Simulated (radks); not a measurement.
**Valence configurations of Sn⁺**

Aim: which of several valence configurations of Sn⁺ lies lowest at this level, and whether it is the one NIST lists ([Kr] 4d10 5s2 5p1).

The numbers are computed with radks (a radial shooting solver on a logarithmic mesh, Libxc functionals) version 1 (Dirac Kohn-Sham, PBE, spin-unpolarised, spherical densities, finite nucleus; open shells fill j = l - 1/2 first), except any that are marked as measured or tabulated.

## 1. The atom as given

* element: tin (Z = 50)
* charge: +1
* electrons: 49
* configuration: [Kr] 4d10 5s2 5p1
* nuclear rms radius: 4.6519 fm
* others tried: 4d9 5s2 5p2; 4d8 5s2 5p3; 4d10 5p3; 4d9.5 5s2 5p1.5; 4d10 5s1.5 5p1.5; 4d9 5p4; 4d7 5s2 5p4; 4d10 5s1 5p2; 4d7 5s1 5p5

## 2. [Kr] 4d10 5s2 5p1

Input:

```text
Z 50
configuration [Kr] 4d10 5s2 5p1
relativity Dirac
functional pbe,pbe
spin unpolarised
j_filling energy
nucleus finite rms 4.6519 fm
c 137.035999084
```

## 3. [Kr] 4d9 5s2 5p2

Settings, as their differences from step 2:

```diff
@@ -1,3 +1,3 @@
 Z 50
-configuration [Kr] 4d10 5s2 5p1
+configuration [Kr] 4d9 5s2 5p2
 relativity Dirac
```

## 4. [Kr] 4d8 5s2 5p3

Settings, as their differences from step 3:

```diff
@@ -1,3 +1,3 @@
 Z 50
-configuration [Kr] 4d9 5s2 5p2
+configuration [Kr] 4d8 5s2 5p3
 relativity Dirac
```

## 5. [Kr] 4d10 5p3

Settings, as their differences from step 4:

```diff
@@ -1,3 +1,3 @@
 Z 50
-configuration [Kr] 4d8 5s2 5p3
+configuration [Kr] 4d10 5p3
 relativity Dirac
```

## 6. [Kr] 4d9.5 5s2 5p1.5

Settings, as their differences from step 5:

```diff
@@ -1,3 +1,3 @@
 Z 50
-configuration [Kr] 4d10 5p3
+configuration [Kr] 4d9.5 5s2 5p1.5
 relativity Dirac
```

## 7. [Kr] 4d10 5s1.5 5p1.5

Settings, as their differences from step 6:

```diff
@@ -1,3 +1,3 @@
 Z 50
-configuration [Kr] 4d9.5 5s2 5p1.5
+configuration [Kr] 4d10 5s1.5 5p1.5
 relativity Dirac
```

## 8. [Kr] 4d9 5p4

Settings, as their differences from step 7:

```diff
@@ -1,3 +1,3 @@
 Z 50
-configuration [Kr] 4d10 5s1.5 5p1.5
+configuration [Kr] 4d9 5p4
 relativity Dirac
```

## 9. [Kr] 4d7 5s2 5p4

Settings, as their differences from step 8:

```diff
@@ -1,3 +1,3 @@
 Z 50
-configuration [Kr] 4d9 5p4
+configuration [Kr] 4d7 5s2 5p4
 relativity Dirac
```

## 10. [Kr] 4d10 5s1 5p2

Settings, as their differences from step 9:

```diff
@@ -1,3 +1,3 @@
 Z 50
-configuration [Kr] 4d7 5s2 5p4
+configuration [Kr] 4d10 5s1 5p2
 relativity Dirac
```

## 11. [Kr] 4d7 5s1 5p5

Settings, as their differences from step 10:

```diff
@@ -1,3 +1,3 @@
 Z 50
-configuration [Kr] 4d10 5s1 5p2
+configuration [Kr] 4d7 5s1 5p5
 relativity Dirac
```

**Question.** What will these runs give? Wanted: for each run, valence; E − E(NIST configuration); highest level; its energy; 1s shift.

The runs gave:

| valence | E − E(NIST configuration) (eV) | highest level | its energy (eV) | 1s shift (eV) |
| --- | --- | --- | --- | --- |
| 4d10 5s2 5p1 | 0.000 | 5p1/2 | -10.559 | +0.00 |
| 4d10 5s1.5 5p1.5 | 3.587 | 5p1/2 | -10.886 | -0.70 |
| 4d10 5s1 5p2 | 7.211 | 5p1/2 | -11.203 | -1.39 |
| 4d9.5 5s2 5p1.5 | 11.864 | 5p1/2 | -11.365 | -3.90 |
| 4d10 5p3 | 15.185 | 5p3/2 | -11.303 | -2.97 |
| 4d9 5s2 5p2 | 24.814 | 5p1/2 | -12.140 | -7.85 |
| 4d9 5p4 | 42.124 | 5p3/2 | -12.752 | -10.89 |
| 4d8 5s2 5p3 | 54.793 | 5p3/2 | -12.942 | -16.18 |
| 4d7 5s2 5p4 | 89.417 | 5p3/2 | -14.348 | -24.72 |
| 4d7 5s1 5p5 | 99.442 | 5p3/2 | -14.913 | -26.11 |

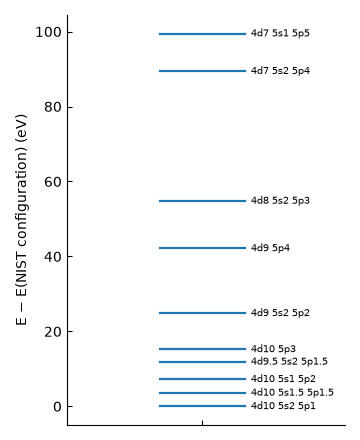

Energies of the configurations.

**Reading.** The NIST configuration is the lowest of those tried, 3.587 eV under 4d10 5s1.5 5p1.5. The energies are those of spherical spin-averaged densities, not of single terms. The 1s eigenvalue shifts by up to 26.11 eV as the valence charge is rearranged.
